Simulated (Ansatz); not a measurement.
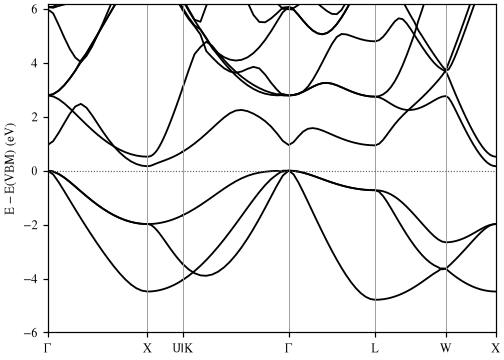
Band structure from plane-wave PAW PBE (Ansatz code)

Task: Read off the gap and where the band edges lie.

Result: About 0.2 eV (0.16 eV by a search for the band edges); maximum at Γ, minimum at X.

Task: Which compound is it?
(A) BN, rock salt
(B) BeTe, zinc blende
(C) CuI, zinc blende
(D) Mg2Ge, anti-fluorite

Result: D, Mg2Ge, anti-fluorite

Space group Fm-3m (anti-fluorite). The cell was relaxed with PBE under the symmetry of its start. Spin–orbit coupling is left out wherever it is not named.

Potentials: the later of the program's two PAW sets.
